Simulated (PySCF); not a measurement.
# Frequency calculation of NiH3 (charge −1)

- system: NiH3, charge −1, multiplicity 3
- method: UKS-based PBE0, Ni def2-TZVPD, H def2-TZVPD; non-relativistic Hamiltonian; density fitting (PySCF 2.14.0)

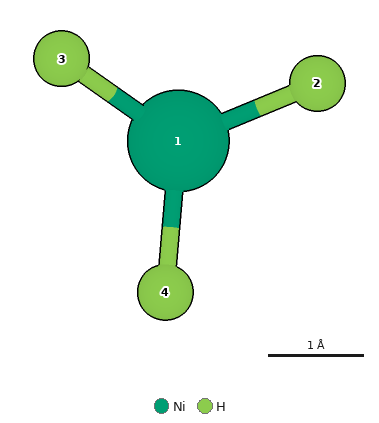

The structure as given in the input (ball-and-stick view, seen on its broad side; atoms are numbered from 1 in the order of the input). Sticks mark near contacts.

**Summary**

| quantity | value |
| --- | --- |
| outcome | converged |
| total energy | −1509.841052 hartree |
| ⟨S²⟩ | 2.014 |
| zero-point energy | 0.013794 hartree |
| wavenumbers, lowest and highest | 473 and 1545 cm⁻¹ |
| hardware | 2 threads of Arm Neoverse N1, 98 GiB of memory available, shared host |
| wall time | 38 s (CPU time 65 s) |
| peak memory | 0.9 GiB |

**Input file**
```python
from pyscf import gto, scf, dft
mol = gto.M(atom='''
Ni    -0.000000     0.000000    -0.016980
H      1.571467     0.000014     0.325374
H     -0.785746     1.360923     0.325374
H     -0.785721    -1.360937     0.325374''',
    basis={'Ni': 'def2-TZVPD', 'H': 'def2-TZVPD'},
    charge=-1, spin=2)
mf = dft.UKS(mol, xc='PBE0')
mf.grids.atom_grid = (75, 302)
aux = {'Ni': 'def2-universal-JKFIT', 'H': 'def2-universal-JKFIT'}
mf = mf.density_fit(auxbasis=aux)
mf.conv_tol = 1e-09
mf.diis_space = 10
mf.max_cycle = 60
mf.verbose = 4
mf.kernel()
```

The script is an equivalent of the set-up of the self-consistent field. The run itself was carried out by a driver, which started from the orbitals of the step before it where there was one and computed the further properties.

Run as:
```bash
OMP_NUM_THREADS=2 python axn.py task.json out
```

**The program's output**
```
init E= -1509.84105183156
  alpha nocc = 17  HOMO = -0.0303967352214879  LUMO = 0.150710657043136
  beta  nocc = 15  HOMO = -0.0635633406386543  LUMO = 0.123947350995335
  HOMO = -0.0303967352215  LUMO = 0.123947350995  gap/eV = 4.19992
cycle= 1 E= -1509.84105183118  delta_E= 3.79e-10  |g|= 4.67e-05  |ddm|= 1.89e-05
  alpha nocc = 17  HOMO = -0.0304017967017195  LUMO = 0.15070877373352
  beta  nocc = 15  HOMO = -0.0635754051612935  LUMO = 0.123932391908895
  HOMO = -0.0304017967017  LUMO = 0.123932391909  gap/eV = 4.19965
cycle= 2 E= -1509.84105182609  delta_E= 5.09e-09  |g|= 0.000169  |ddm|= 6.46e-05
  alpha nocc = 17  HOMO = -0.0303977764041602  LUMO = 0.150710228462316
  beta  nocc = 15  HOMO = -0.0635663304304647  LUMO = 0.123944061793019
  HOMO = -0.0303977764042  LUMO = 0.123944061793  gap/eV = 4.19986
cycle= 3 E= -1509.84105183163  delta_E= -5.54e-09  |g|= 1.7e-06  |ddm|= 5.03e-05
  alpha nocc = 17  HOMO = -0.030397747160215  LUMO = 0.150710232179968
  beta  nocc = 15  HOMO = -0.0635667860447205  LUMO = 0.12394409990902
  HOMO = -0.0303977471602  LUMO = 0.123944099909  gap/eV = 4.19986
cycle= 4 E= -1509.84105183168  delta_E= -4.59e-11  |g|= 1.41e-06  |ddm|= 1.14e-05
  alpha nocc = 17  HOMO = -0.0303977232310772  LUMO = 0.150710208524274
  beta  nocc = 15  HOMO = -0.0635671899424297  LUMO = 0.123943936900164
  HOMO = -0.0303977232311  LUMO = 0.1239439369  gap/eV = 4.19985
Extra cycle  E= -1509.84105183167  delta_E= 9.32e-12  |g|= 1.76e-06  |ddm|= 3.78e-06
converged SCF energy = -1509.84105183167  <S^2> = 2.0138341  2S+1 = 3.0092086
```

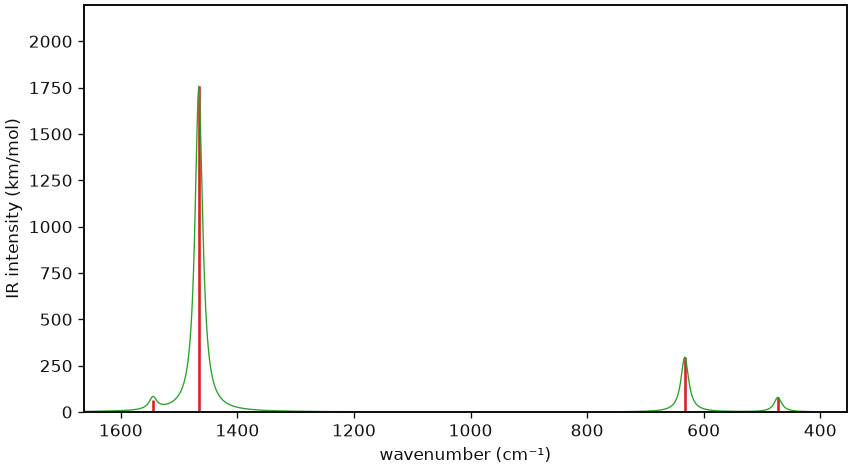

Harmonic infrared spectrum, unscaled: sticks (degenerate modes added up, dark ones marked on the axis) with a Lorentzian envelope of 16 cm⁻¹ full width, scaled to the tallest stick. 6 modes from 473 to 1545 cm⁻¹, none imaginary. The strongest line is at 1466 cm⁻¹ (1758 km/mol). All modes, in cm⁻¹ (km/mol): 473 (39), 473 (39), 632 (296), 1466 (879), 1466 (879), 1545 (66).

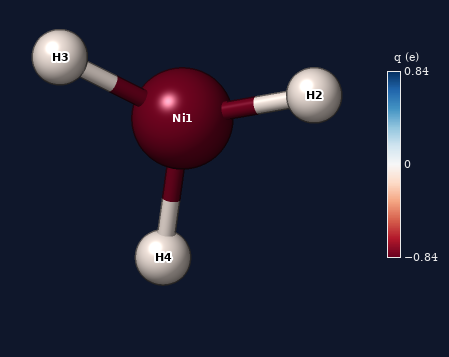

Mulliken charges, as the colour of each atom (ball-and-stick view, seen at a tilt; atoms are numbered from 1 in the order of the input). By element: Ni −0.80 and H −0.07 e.
